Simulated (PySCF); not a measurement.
Br₂Hg, SMILES [Br][Hg][Br] at its PBE0/def2-SVP optimised geometry (Å):

```
3

Hg     0.0000     0.0000     0.0000
Br     2.4139     0.0000     0.0000
Br    -2.4139     0.0000     0.0000
```

Calculation: PBE0/def2-TZVP, def2 effective core potentials past Kr in PySCF 2.14.0. The core electrons that the potentials of Hg replace are not part of the density. Cells within 0.4 Å of a nucleus heavier than hydrogen are left out (blank, or x).

Map of the deformation density (molecule minus spherical neutral atoms) (e/bohr³) on the plane z = 0.0 Å:

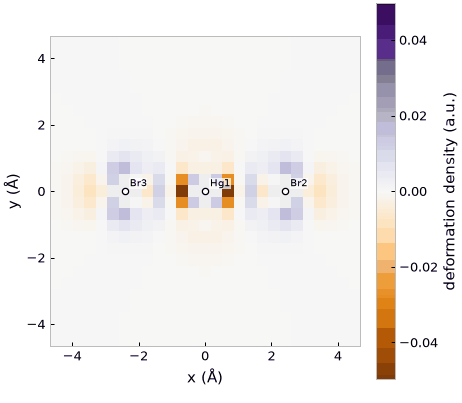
Fig. 1. Deformation density (molecule minus spherical neutral atoms) (e/bohr³) on the plane z = 0.0 Å.
